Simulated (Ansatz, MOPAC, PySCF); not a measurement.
HBr (SMILES Br) and H4OSi (SMILES O[SiH3]) are pulled apart as rigid monomers along the line of their centres of mass, from the B3LYP-D3(BJ)/def2-TZVP minimum. Starting geometry (charge 0, multiplicity 1):
```xyz
8

Br    -0.609    -1.156    -0.021
H     -0.155    -0.423     1.135
O      0.414     0.493     2.691
Si    -0.091     0.127     4.236
H      1.099     1.155     2.564
H      1.038    -0.381     5.049
H     -1.120    -0.913     4.064
H     -0.658     1.324     4.897
```

Interaction energies with rigid monomers; basis-set methods are counterpoise corrected unless marked otherwise.

Rows in 3-21G, 6-31G* carry no dispersion term and start afresh at each structure (6-31G* with six Cartesian d functions); the Pople sets are all-electron and without relativity. The state reached by PM7 isn't checked; PM7 holds dispersion and hydrogen-bond terms.

Programs: Ansatz (an electronic-structure program); MOPAC for PM7 (differences of heats of formation); PySCF for 3-21G rows, 6-31G* rows, the dispersion terms. 

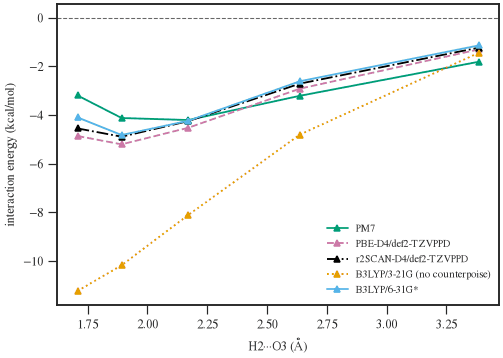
Figure: Interaction energy against separation

Problem. Which level binds most strongly at H2···O3 = 1.89, and by how much?

Solution. B3LYP/3-21G (no counterpoise), -10.2 kcal/mol.
